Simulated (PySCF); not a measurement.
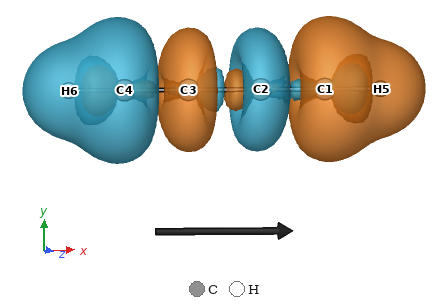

Figure 1: C4H2, SMILES `C#CC#C`. Change of the electron density in a uniform field of 0.51 V/Å along +x (arrow), surfaces at ±0.004 e/Å³ (light blue: gain, orange: loss).

Method: HF/6-31+G*; geometry: GFN2-xTB; program: PySCF. No frequency check shows the geometry to be a minimum. The basis has diffuse s and p functions alone, which still leaves polarisabilities too small, most of all across bonds.

Geometry (Å), atoms numbered from 1:

```
C1       1.8840   -0.0000    0.0000
C2       0.6801    0.0003    0.0000
C3      -0.6801   -0.0003    0.0000
C4      -1.8840    0.0000    0.0000
H5       2.9323   -0.0003    0.0000
H6      -2.9323    0.0003    0.0000
```

The field was applied in both directions; the picture shows the one opposite to the script's first.

**What dipole is induced, and what polarisability does it imply?**

The induced dipole is 2.09 D (along the field); α along this axis, from the fields in both directions, is 82 bohr³ (12.2 Å³).

Run time: 1.3 s on 1 thread of Arm Neoverse V2, on a shared host, peak memory 0.17 GiB.
